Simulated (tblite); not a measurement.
## Geometry relaxation of C4H9NO2Si (part 1 of 2)

System: C4H9NO2Si, SMILES O=CN1CCC[Si@@H]1O.
Method: GFN2-xTB geometry optimisation, gas phase (tblite 0.8.0).

It belongs to a series of runs on one base structure; here: H on N replaced by CHO.

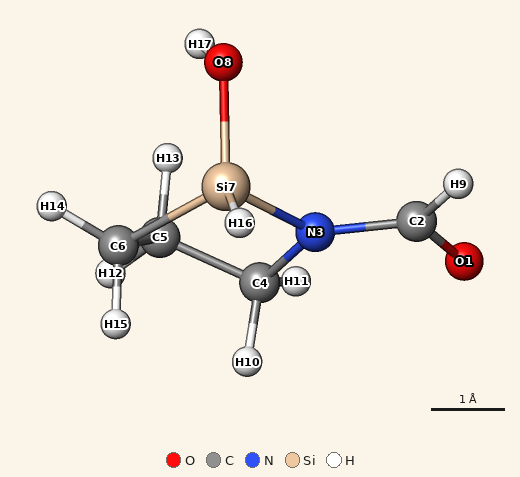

*The starting structure (ball-and-stick view, seen at a tilt; atoms are numbered from 1 in the order of the input).*

**Key numbers**

- outcome: converged
- total energy: −708.1420 eV
- hardware: 1 CPU thread, shared host
- wall time: 0.97 s
- peak memory: 0.18 GiB

**Input file**
```
{"job": {"kind": "relax", "xc": "GFN2-xTB", "basis": "xTB"}, "charge": 0, "multiplicity": 1}
O      2.560000    -1.876300    -0.635200
C      2.320100    -0.715000    -0.158500
N      0.983900    -0.373700     0.069400
C     -0.156200    -1.222800    -0.235800
C     -1.335900    -0.340000    -0.534200
C     -1.507600     0.534400     0.685000
Si     0.282500     1.149500     0.721300
O      0.559700     2.398800    -0.409700
H      3.173600    -0.083300     0.070200
H     -0.448700    -1.819400     0.691900
H      0.037800    -1.923500    -1.079300
H     -2.273000    -0.894000    -0.735000
H     -1.079900     0.334400    -1.385000
H     -2.214200     1.334600     0.568900
H     -1.693100    -0.143600     1.535600
H      0.735300     1.461200     2.074700
H      0.048500     2.190700    -1.254100
```

The first line tells a small driver script what to run in tblite; the rest is the geometry in Å.

Run as:
```bash
OMP_NUM_THREADS=1 python <driver script> task.json out
```

**The program's output**
```
step      E/eV     max force
  0    -707.06795    5.265
  1    -707.42692    4.376
  2    -707.60272    1.270
  3    -707.68262    0.995
  4    -707.79513    0.713
  5    -707.83447    0.532
  6    -707.87444    0.357
  7    -707.89958    0.424
  8    -707.92461    0.333
  9    -707.94284    0.350
 10    -707.96370    0.400
 11    -707.98583    0.401
 12    -708.00727    0.352
 13    -708.02214    0.227
 14    -708.03157    0.230
 15    -708.03952    0.236
 16    -708.04871    0.239
 17    -708.05877    0.241
 18    -708.06703    0.241
 19    -708.07255    0.181
 20    -708.07680    0.148
 21    -708.08066    0.133
 22    -708.08455    0.178
 23    -708.08848    0.181
 24    -708.09270    0.167
 25    -708.09780    0.170
 26    -708.10331    0.188
 27    -708.10779    0.152
 28    -708.11104    0.130
 29    -708.11350    0.112
 30    -708.11552    0.106
 31    -708.11739    0.093
 32    -708.11889    0.085
 33    -708.12006    0.097
 34    -708.12122    0.088
 35    -708.12256    0.099
 36    -708.12386    0.095
 37    -708.12480    0.068
 38    -708.12534    0.062
 39    -708.12576    0.054
 40    -708.12635    0.055
 41    -708.12703    0.056
 42    -708.12763    0.053
 43    -708.12814    0.054
 44    -708.12864    0.045
 45    -708.12919    0.050
 46    -708.12966    0.043
 47    -708.12995    0.037
 48    -708.13015    0.035
 49    -708.13039    0.040
 50    -708.13068    0.047
 51    -708.13095    0.042
 52    -708.13116    0.040
 53    -708.13136    0.032
 54    -708.13165    0.047
 55    -708.13202    0.054
 56    -708.13240    0.048
 57    -708.13275    0.044
 58    -708.13309    0.049
 59    -708.13347    0.051
 60    -708.13392    0.052
 61    -708.13445    0.057
 62    -708.13500    0.068
 63    -708.13566    0.070
 64    -708.13649    0.062
 65    -708.13736    0.111
 66    -708.13798    0.072
 67    -708.13864    0.058
 68    -708.13907    0.046
 69    -708.13933    0.037
 70    -708.13955    0.030
 71    -708.13978    0.032
 72    -708.13994    0.025
 73    -708.14005    0.020
 74    -708.14013    0.020
 75    -708.14022    0.024
 76    -708.14034    0.026
 77    -708.14050    0.032
 78    -708.14069    0.034
 79    -708.14091    0.033
 80    -708.14111    0.031
 81    -708.14126    0.024
 82    -708.14137    0.027
 83    -708.14145    0.025
 84    -708.14153    0.019
 85    -708.14158    0.017
 86    -708.14161    0.012
 87    -708.14163    0.013
 88    -708.14166    0.012
 89    -708.14169    0.011
 90    -708.14171    0.012
 91    -708.14174    0.013
 92    -708.14176    0.011
 93    -708.14178    0.011
 94    -708.14181    0.011
 95    -708.14184    0.014
 96    -708.14186    0.017
 97    -708.14189    0.016
 98    -708.14192    0.011
 99    -708.14194    0.010
100    -708.14196    0.009
```

**Trajectory as extended XYZ (Å, eV, eV/Å), 28 of the 101 frames kept, from step=0 to step=100**
```
17
Properties=species:S:1:pos:R:3:forces:R:3 step=0 energy=-707.06795
O     2.5600   -1.8763   -0.6352   -0.4560   3.5990   1.3730
C     2.3201   -0.7150   -0.1585   -1.7630  -4.7150  -1.5440
N     0.9839   -0.3737    0.0694    1.2650   1.3840   0.3000
C    -0.1562   -1.2228   -0.2358    0.0880  -1.6150   0.2270
C    -1.3359   -0.3400   -0.5342   -0.8130   0.4710  -0.8200
C    -1.5076    0.5344    0.6850    1.1320  -0.2180   0.4630
Si    0.2825    1.1495    0.7213    1.1880   0.9370  -0.5670
O     0.5597    2.3988   -0.4097   -1.3470  -1.8590  -0.1720
H     3.1736   -0.0833    0.0702   -0.6450   0.5810   0.2070
H    -0.4487   -1.8194    0.6919    0.6190   0.3180  -0.9970
H     0.0378   -1.9235   -1.0793    0.2260   0.3730   0.6300
H    -2.2730   -0.8940   -0.7350    0.6020   0.0290  -0.2170
H    -1.0799    0.3344   -1.3850   -0.4350  -0.7130   0.0970
H    -2.2142    1.3346    0.5689   -0.5570  -0.0870   0.1550
H    -1.6931   -0.1436    1.5356   -0.3750   0.7230  -0.2180
H     0.7353    1.4612    2.0747    0.1890   0.1220  -0.3390
H     0.0485    2.1907   -1.2541    1.0830   0.6700   1.4240
17
Properties=species:S:1:pos:R:3:forces:R:3 step=4 energy=-707.79513
O     2.5480   -1.8565   -0.6325   -0.2310   0.1160   0.0950
C     2.2547   -0.7800   -0.1630   -0.3930  -0.3060  -0.1770
N     0.9871   -0.3437    0.0706    0.1320  -0.2830  -0.1130
C    -0.1477   -1.2241   -0.2354    0.0620  -0.3410  -0.1280
C    -1.3389   -0.3397   -0.5400   -0.1390   0.1390  -0.1710
C    -1.4468    0.5527    0.6875   -0.2690  -0.2030   0.0810
Si    0.3474    1.1621    0.7183   -0.2970  -0.5000   0.2920
O     0.5207    2.3260   -0.3735    0.2620   0.6160  -0.2450
H     3.0537   -0.0609    0.0809   -0.3260   0.3270   0.1870
H    -0.4004   -1.8195    0.6465    0.1830  -0.1180   0.0610
H     0.0751   -1.9137   -1.0508    0.2970   0.1090  -0.0280
H    -2.2489   -0.9038   -0.7574    0.1220  -0.0920   0.0990
H    -1.1133    0.2876   -1.4067   -0.1020  -0.1690  -0.1850
H    -2.2287    1.3031    0.5889    0.0910   0.0630  -0.0290
H    -1.7204   -0.0879    1.5304    0.0770   0.2460   0.0220
H     0.7641    1.4824    2.0488    0.4350   0.2600   0.2160
H     0.0873    2.2280   -1.2225    0.0960   0.1380   0.0240
17
Properties=species:S:1:pos:R:3:forces:R:3 step=7 energy=-707.89958
O     2.5226   -1.8674   -0.6343    0.0130  -0.1150  -0.0210
C     2.2174   -0.7997   -0.1688    0.0290   0.3010   0.0590
N     0.9692   -0.3604    0.0620   -0.2050   0.1180   0.0870
C    -0.1470   -1.2359   -0.2471   -0.1430  -0.1710  -0.0020
C    -1.3408   -0.3437   -0.5479   -0.0490  -0.2380  -0.0600
C    -1.4467    0.5497    0.6825   -0.0820  -0.0330  -0.1040
Si    0.3508    1.1408    0.7363   -0.0510   0.4100  -0.0970
O     0.5356    2.3425   -0.3551    0.1160  -0.0600   0.1920
H     2.9576   -0.0255    0.1023    0.0860   0.0010   0.0330
H    -0.3630   -1.8380    0.6373   -0.0810  -0.1810   0.0580
H     0.1253   -1.9072   -1.0530    0.0830  -0.0740  -0.2630
H    -2.2345   -0.9227   -0.7572   -0.1680  -0.1760   0.1310
H    -1.1372    0.2538   -1.4402    0.0140  -0.0180  -0.0190
H    -2.2238    1.2982    0.5932    0.0220   0.2650  -0.1720
H    -1.7272   -0.0485    1.5404    0.0360  -0.1840   0.1560
H     0.8240    1.5182    2.0524    0.2320   0.0490  -0.1560
H     0.1108    2.2578   -1.2129    0.1500   0.1060   0.1780
17
Properties=species:S:1:pos:R:3:forces:R:3 step=11 energy=-707.98583
O     2.4953   -1.8511   -0.6215   -0.0310   0.3060   0.0900
C     2.1805   -0.7760   -0.1638   -0.0490  -0.0760   0.0880
N     0.9234   -0.3561    0.0710    0.0930  -0.0660  -0.0050
C    -0.1595   -1.2770   -0.2597    0.0570   0.1320   0.0160
C    -1.3631   -0.3910   -0.5574   -0.0940   0.0620   0.1640
C    -1.4629    0.5410    0.6662    0.0810   0.0010   0.0040
Si    0.3333    1.1690    0.7445   -0.0090  -0.3980   0.0450
O     0.5827    2.3710   -0.3102    0.0720   0.1840  -0.0210
H     2.9099   -0.0005    0.1228    0.1290   0.0140  -0.0310
H    -0.3556   -1.8973    0.6273   -0.0420  -0.0740  -0.2770
H     0.1716   -1.9087   -1.0965   -0.2060   0.1240   0.2140
H    -2.2650   -0.9790   -0.7273   -0.0050   0.0060   0.0550
H    -1.1585    0.2081   -1.4589   -0.1320  -0.2410   0.1710
H    -2.2061    1.3355    0.5544    0.0630  -0.2520  -0.0640
H    -1.7228   -0.0440    1.5569   -0.0560   0.1530  -0.2810
H     0.9243    1.5573    2.0119    0.0260  -0.0220  -0.1550
H     0.1654    2.3109   -1.1696    0.1060   0.1470  -0.0130
17
Properties=species:S:1:pos:R:3:forces:R:3 step=15 energy=-708.03952
O     2.4831   -1.8168   -0.6086    0.1680  -0.1560  -0.0550
C     2.1604   -0.7535   -0.1408    0.1480  -0.0070  -0.0400
N     0.9000   -0.3598    0.0824    0.0550  -0.0320   0.0620
C    -0.1679   -1.2848   -0.2623   -0.0070  -0.0420   0.0310
C    -1.3885   -0.4237   -0.5386    0.0580  -0.0270  -0.0450
C    -1.4595    0.5383    0.6493   -0.0360   0.0410   0.0090
Si    0.3315    1.1574    0.7431    0.0470   0.1540  -0.0640
O     0.6209    2.3987   -0.2664   -0.0260  -0.0460   0.0280
H     2.8955    0.0223    0.1345   -0.0100   0.0570   0.0410
H    -0.3580   -1.9558    0.5781   -0.0080  -0.0610   0.1050
H     0.1664   -1.8918   -1.1023   -0.0840  -0.0080  -0.1550
H    -2.2888   -1.0191   -0.6900   -0.0030  -0.0100   0.1570
H    -1.2003    0.1395   -1.4523   -0.1020   0.0470  -0.1490
H    -2.1924    1.3252    0.5126   -0.1440   0.0350  -0.0650
H    -1.7371   -0.0220    1.5351   -0.1060  -0.0180   0.1370
H     0.9990    1.5769    1.9546   -0.0390  -0.0730   0.0510
H     0.2289    2.3811   -1.1383    0.0890   0.1450  -0.0470
17
Properties=species:S:1:pos:R:3:forces:R:3 step=19 energy=-708.07255
O     2.5200   -1.8113   -0.6066    0.0980   0.1430   0.0510
C     2.1789   -0.7529   -0.1352   -0.0940  -0.0450   0.0040
N     0.9073   -0.3806    0.1009   -0.0430   0.0000  -0.0670
C    -0.1696   -1.2995   -0.2589    0.0450  -0.0040  -0.0850
C    -1.3975   -0.4418   -0.5286   -0.0350  -0.0090   0.0580
C    -1.4692    0.5444    0.6420   -0.0100   0.0470  -0.0030
Si    0.3346    1.1595    0.7298   -0.0620  -0.0810   0.0230
O     0.6430    2.4210   -0.2422    0.0230  -0.0050  -0.0330
H     2.8912    0.0492    0.1502   -0.0580  -0.1430  -0.0420
H    -0.3602   -2.0045    0.5601    0.0630   0.1160  -0.0050
H     0.1325   -1.8758   -1.1338    0.0700  -0.0440  -0.0380
H    -2.3000   -1.0457   -0.6197    0.0050  -0.0630   0.0550
H    -1.2608    0.0954   -1.4740   -0.0180  -0.0270   0.0990
H    -2.2164    1.3152    0.4672    0.0220   0.0520   0.0040
H    -1.7726    0.0009    1.5386    0.0590   0.0940  -0.0400
H     1.0338    1.5670    1.9318   -0.1080  -0.0850   0.0310
H     0.2981    2.4716   -1.1318    0.0420   0.0540  -0.0130
17
Properties=species:S:1:pos:R:3:forces:R:3 step=22 energy=-708.08455
O     2.5478   -1.8002   -0.6028   -0.0830  -0.1040  -0.0340
C     2.1742   -0.7545   -0.1324    0.0480   0.0380  -0.0030
N     0.9027   -0.3855    0.0965   -0.0030   0.0030  -0.1260
C    -0.1661   -1.3049   -0.2690   -0.1080   0.0170  -0.0180
C    -1.4040   -0.4510   -0.5194   -0.0570  -0.0250   0.0010
C    -1.4734    0.5538    0.6385   -0.0190  -0.0660  -0.0690
Si    0.3300    1.1556    0.7253    0.0040  -0.0110  -0.0800
O     0.6520    2.4224   -0.2367    0.0390  -0.0020  -0.0060
H     2.8801    0.0411    0.1517    0.0630   0.1430   0.0850
H    -0.3504   -2.0037    0.5560    0.0600   0.0210  -0.0450
H     0.1327   -1.8781   -1.1518    0.0230   0.0230   0.0850
H    -2.3032   -1.0644   -0.5879    0.0250  -0.0260   0.0260
H    -1.2840    0.0795   -1.4698   -0.0370  -0.0290   0.0640
H    -2.2226    1.3218    0.4532    0.0730   0.0210  -0.0010
H    -1.7768    0.0214    1.5392    0.0310   0.0690   0.0260
H     1.0268    1.5495    1.9309   -0.0850  -0.0650   0.0620
H     0.3272    2.5093   -1.1315    0.0270  -0.0050   0.0330
17
Properties=species:S:1:pos:R:3:forces:R:3 step=26 energy=-708.10331
O     2.5730   -1.7915   -0.5961   -0.0790   0.0430   0.0570
C     2.1806   -0.7488   -0.1319   -0.0140   0.0580  -0.0620
N     0.8976   -0.3867    0.0553    0.0500   0.1360  -0.0170
C    -0.1743   -1.3114   -0.2890    0.1760   0.0130   0.0650
C    -1.4336   -0.4826   -0.4999    0.0490  -0.0220  -0.0090
C    -1.4815    0.5596    0.6183    0.0750   0.0510   0.0880
Si    0.3261    1.1456    0.6958    0.0440   0.0660   0.0220
O     0.6894    2.4322   -0.2204    0.0720   0.0470   0.0380
H     2.8687    0.0637    0.1800   -0.0560  -0.0810  -0.0180
H    -0.3177   -2.0142    0.5349    0.0080  -0.0770   0.0720
H     0.1311   -1.8758   -1.1709   -0.0780  -0.0420  -0.0630
H    -2.3153   -1.1193   -0.5116   -0.0690  -0.0300  -0.0370
H    -1.3526    0.0324   -1.4562   -0.0950  -0.0100  -0.1430
H    -2.2140    1.3385    0.4147    0.0360  -0.0100  -0.0450
H    -1.7818    0.0826    1.5488   -0.0080  -0.0200   0.0400
H     0.9945    1.4957    1.9356   -0.0960  -0.0460  -0.0070
H     0.4028    2.5921   -1.1173   -0.0130  -0.0750   0.0200
17
Properties=species:S:1:pos:R:3:forces:R:3 step=30 energy=-708.11552
O     2.5669   -1.7897   -0.5869    0.0130  -0.0250  -0.0080
C     2.1811   -0.7371   -0.1428   -0.0260  -0.0210   0.0260
N     0.9000   -0.3656    0.0216   -0.0510  -0.0350   0.0050
C    -0.1627   -1.3097   -0.2928   -0.0990  -0.0010  -0.0370
C    -1.4395   -0.4956   -0.4935   -0.0080   0.0160  -0.0010
C    -1.4752    0.5634    0.6170   -0.0180  -0.0220  -0.0540
Si    0.3278    1.1517    0.6834    0.0000   0.0370   0.0140
O     0.7181    2.4435   -0.2132    0.0150   0.0400   0.0070
H     2.8664    0.0636    0.1892    0.0490   0.0190  -0.0570
H    -0.2930   -2.0141    0.5385    0.0720   0.0650  -0.0210
H     0.1210   -1.8826   -1.1794   -0.0290   0.0180   0.0130
H    -2.3212   -1.1411   -0.4897    0.0790   0.0440   0.0330
H    -1.3934    0.0124   -1.4618   -0.0160  -0.0830   0.0240
H    -2.1975    1.3470    0.3972   -0.0200  -0.0270  -0.0170
H    -1.7770    0.1075    1.5596    0.0030  -0.0090  -0.0490
H     0.9467    1.4584    1.9532    0.0180   0.0350   0.0810
H     0.4245    2.6000   -1.1094    0.0190  -0.0490   0.0430
17
Properties=species:S:1:pos:R:3:forces:R:3 step=33 energy=-708.12006
O     2.5703   -1.7862   -0.5806   -0.0390  -0.0460  -0.0050
C     2.1765   -0.7337   -0.1431    0.0380   0.0030  -0.0040
N     0.8939   -0.3609    0.0093    0.0460   0.0230  -0.0050
C    -0.1660   -1.3107   -0.2998    0.0300   0.0290   0.0060
C    -1.4454   -0.5046   -0.4874   -0.0270  -0.0130  -0.0120
C    -1.4741    0.5664    0.6081   -0.0090   0.0380  -0.0290
Si    0.3292    1.1583    0.6800    0.0160  -0.0150   0.0220
O     0.7402    2.4580   -0.1997   -0.0270  -0.0500   0.0490
H     2.8645    0.0671    0.1863   -0.0040   0.0300  -0.0420
H    -0.2704   -2.0149    0.5330   -0.0040   0.0200   0.0090
H     0.1085   -1.8816   -1.1893    0.0080   0.0140  -0.0140
H    -2.3183   -1.1544   -0.4617   -0.0530  -0.0450   0.0670
H    -1.4272   -0.0200   -1.4659    0.0400   0.0090  -0.0180
H    -2.1955    1.3456    0.3771   -0.0490   0.0200  -0.0170
H    -1.7797    0.1240    1.5560    0.0140  -0.0140  -0.0440
H     0.9347    1.4451    1.9651   -0.0030   0.0290   0.0100
H     0.4518    2.6144   -1.0975    0.0240  -0.0300   0.0280
17
Properties=species:S:1:pos:R:3:forces:R:3 step=37 energy=-708.12480
O     2.5626   -1.7920   -0.5730    0.0060   0.0030   0.0240
C     2.1780   -0.7310   -0.1476   -0.0230   0.0070  -0.0520
N     0.8959   -0.3504   -0.0053   -0.0090   0.0040  -0.0140
C    -0.1633   -1.3054   -0.3056    0.0190  -0.0080   0.0170
C    -1.4557   -0.5158   -0.4839    0.0440   0.0050   0.0090
C    -1.4762    0.5762    0.5907   -0.0100  -0.0100   0.0110
Si    0.3308    1.1594    0.6852   -0.0470  -0.0430   0.0250
O     0.7570    2.4642   -0.1747    0.0070   0.0060   0.0490
H     2.8652    0.0761    0.1692    0.0190  -0.0210  -0.0400
H    -0.2477   -2.0084    0.5293   -0.0310  -0.0150   0.0130
H     0.0986   -1.8754   -1.2003    0.0490   0.0250   0.0200
H    -2.3229   -1.1744   -0.4183    0.0270   0.0150  -0.0030
H    -1.4527   -0.0533   -1.4728   -0.0240   0.0050  -0.0170
H    -2.2039    1.3488    0.3529    0.0100   0.0130  -0.0030
H    -1.7782    0.1368    1.5399   -0.0310   0.0150   0.0230
H     0.9208    1.4404    1.9812   -0.0200  -0.0010  -0.0220
H     0.4848    2.6164   -1.0767    0.0130   0.0010  -0.0410
17
Properties=species:S:1:pos:R:3:forces:R:3 step=41 energy=-708.12703
O     2.5584   -1.7978   -0.5677   -0.0160  -0.0120  -0.0230
C     2.1772   -0.7289   -0.1594    0.0260  -0.0050   0.0360
N     0.8969   -0.3444   -0.0137    0.0100  -0.0030   0.0300
C    -0.1595   -1.3030   -0.3037   -0.0150   0.0120  -0.0090
C    -1.4525   -0.5159   -0.4840   -0.0380  -0.0020   0.0030
C    -1.4797    0.5774    0.5890   -0.0010  -0.0030   0.0100
Si    0.3251    1.1556    0.6905    0.0290   0.0400  -0.0260
O     0.7568    2.4635   -0.1635   -0.0230   0.0090  -0.0190
H     2.8718    0.0740    0.1494    0.0030   0.0250  -0.0480
H    -0.2469   -2.0040    0.5335    0.0010   0.0030  -0.0080
H     0.1085   -1.8700   -1.1971    0.0170  -0.0300   0.0020
H    -2.3168   -1.1755   -0.4093   -0.0100  -0.0250  -0.0230
H    -1.4603   -0.0587   -1.4766    0.0080   0.0000   0.0260
H    -2.2041    1.3526    0.3477    0.0130  -0.0070  -0.0060
H    -1.7844    0.1418    1.5394   -0.0440   0.0040   0.0030
H     0.9062    1.4384    1.9875    0.0040  -0.0050   0.0260
H     0.4963    2.6070   -1.0721    0.0350   0.0000   0.0250
17
Properties=species:S:1:pos:R:3:forces:R:3 step=44 energy=-708.12864
O     2.5568   -1.7993   -0.5620   -0.0180   0.0010  -0.0120
C     2.1777   -0.7256   -0.1640   -0.0090  -0.0040  -0.0050
N     0.8962   -0.3402   -0.0196    0.0120  -0.0030   0.0360
C    -0.1592   -1.3023   -0.3063    0.0360  -0.0100   0.0010
C    -1.4606   -0.5258   -0.4783    0.0190  -0.0220   0.0140
C    -1.4844    0.5801    0.5825    0.0060   0.0000   0.0020
Si    0.3229    1.1563    0.6898   -0.0060  -0.0080   0.0280
O     0.7657    2.4717   -0.1432    0.0090   0.0300   0.0130
H     2.8750    0.0823    0.1256   -0.0200   0.0180  -0.0250
H    -0.2390   -2.0085    0.5273    0.0100   0.0140   0.0050
H     0.1151   -1.8654   -1.2007   -0.0210  -0.0280  -0.0070
H    -2.3159   -1.1936   -0.3818   -0.0250  -0.0240  -0.0280
H    -1.4869   -0.0846   -1.4769    0.0100   0.0260   0.0180
H    -2.2033    1.3552    0.3266    0.0090   0.0110  -0.0090
H    -1.8017    0.1595    1.5360   -0.0130   0.0050  -0.0060
H     0.8982    1.4308    1.9925   -0.0070  -0.0130   0.0170
H     0.5365    2.6213   -1.0575    0.0090   0.0070  -0.0440
17
Properties=species:S:1:pos:R:3:forces:R:3 step=48 energy=-708.13015
O     2.5468   -1.8051   -0.5645    0.0080   0.0170  -0.0090
C     2.1778   -0.7262   -0.1704   -0.0100   0.0130  -0.0140
N     0.8993   -0.3381   -0.0125   -0.0150  -0.0030  -0.0120
C    -0.1544   -1.3009   -0.3028   -0.0250  -0.0050   0.0220
C    -1.4564   -0.5258   -0.4781   -0.0110   0.0070  -0.0070
C    -1.4858    0.5782    0.5855   -0.0020   0.0000  -0.0060
Si    0.3210    1.1575    0.6974    0.0040  -0.0010  -0.0020
O     0.7578    2.4750   -0.1396   -0.0140  -0.0220  -0.0030
H     2.8794    0.0851    0.0979   -0.0030   0.0040  -0.0030
H    -0.2401   -2.0015    0.5337    0.0170  -0.0220   0.0210
H     0.1226   -1.8700   -1.1938   -0.0230   0.0100   0.0190
H    -2.3135   -1.1951   -0.3943    0.0140   0.0000  -0.0030
H    -1.4797   -0.0753   -1.4726    0.0270   0.0070  -0.0040
H    -2.1992    1.3578    0.3257    0.0020  -0.0070  -0.0160
H    -1.8138    0.1589    1.5359    0.0090   0.0020  -0.0030
H     0.8886    1.4304    2.0037    0.0020  -0.0050   0.0080
H     0.5426    2.6070   -1.0613    0.0200   0.0050   0.0120
```
